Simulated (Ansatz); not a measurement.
# How methods differ on SnSiH6O (SMILES [SiH3][O][SnH3])

The species is SnSiH6O (9 atoms), meant as a singlet with charge 0. SMILES: `[SiH3][O][SnH3]`. The coordinates come from a PBE0-D4/def2-TZVP relaxation.

Quantity: the electronic atomisation energy, in eV. The values are calculated. Electronic energies at fixed atoms, without zero-point motion or spin-orbit coupling.

| level | kind | program | value (eV) | CPU time (all runs) |
| --- | --- | --- | --- | --- |
| BLYP/def2-SVP (core potential) | GGA | Ansatz | 25.59 | 6.2 s |
| PBE/def2-SVP (core potential) | GGA | Ansatz | 25.75 | 6.2 s |
| B3LYP/def2-SVP (core potential) | global hybrid | Ansatz | 25.87 | 7 s |
| BHLYP/def2-SVP (core potential) | global hybrid | Ansatz | 25.45 | 6.7 s |
| r2SCAN0/def2-SVP (core potential) | hybrid meta-GGA | Ansatz | 25.73 | 14 s |
| RPA@PBE0/def2-SVP (core potential) | RPA | Ansatz | 24.39 | 12 s |
| MP2/def2-SVP (core potential) | perturbation theory | Ansatz | 24.64 | 2.7 s |
| CCSD/def2-SVP (core potential) | coupled cluster or CI | Ansatz | 24.56 | 14 s |

Correlated wave functions underbind in double-zeta sets. The values span 24.39 to 25.87 eV. In the correlated wave-function rows the outer d shell of Sn is correlated, in sets not made for it. In so small a basis fixed costs decide the times, and correlated methods can beat functionals. Times are those of the runs behind each value, whatever else they computed, on shared processors of several kinds: orders of magnitude only.

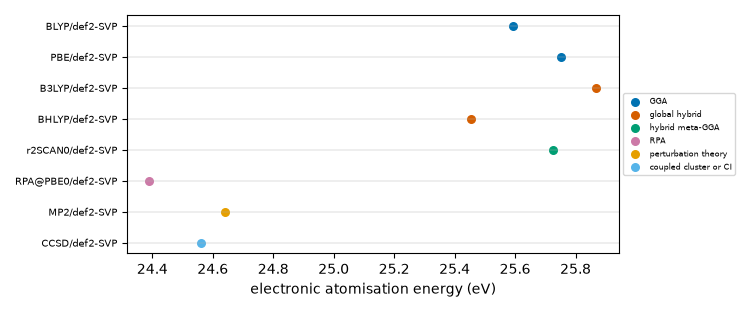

The values of the table, level by level.
